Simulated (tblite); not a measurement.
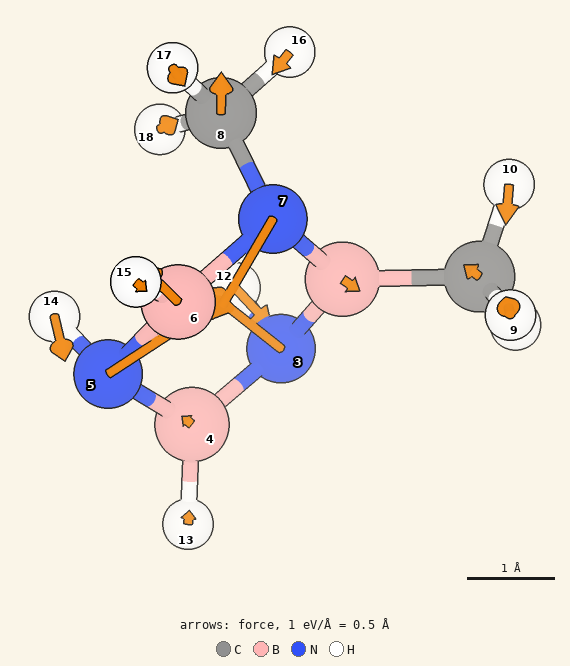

Starting geometry of C2H10B3N3 (charge +1, multiplicity 2) with the computed forces as orange arrows. The picture is a ball-and-stick view, seen at a tilt.

Method: GFN2-xTB geometry optimisation, gas phase in tblite 0.8.0. 

**Is this structure relaxed? If not, where do the atoms go?**

It isn't relaxed: the largest force vector, on an N atom, is 3.39 eV/Å. The final displacements follow the starting forces only in part (cosine between the two patterns 0.31). The largest move after the best rigid fit is that of an H atom, 1.93 Å. By element the largest moves are H 1.93 Å, C 0.72 Å, B 0.71 Å, N 0.51 Å. Near-neighbour distances that change, for instance: B–N 1.536 → 1.416 Å, B–N 1.540 → 1.442 Å, B–N 1.512 → 1.414 Å, H–N 1.051 → 1.010 Å. Among the angles between lasting bonds that change: B–N–B 108.1° → 123.4°, B–N–B 107.6° → 120.7°, B–N–H 106.0° → 119.0°. Groups turn about B–C by about 30°. Over 159 geometry steps the energy falls by 4.294 eV. The run took 0.84 s on 1 thread of Arm Neoverse V2, with other jobs on the host.
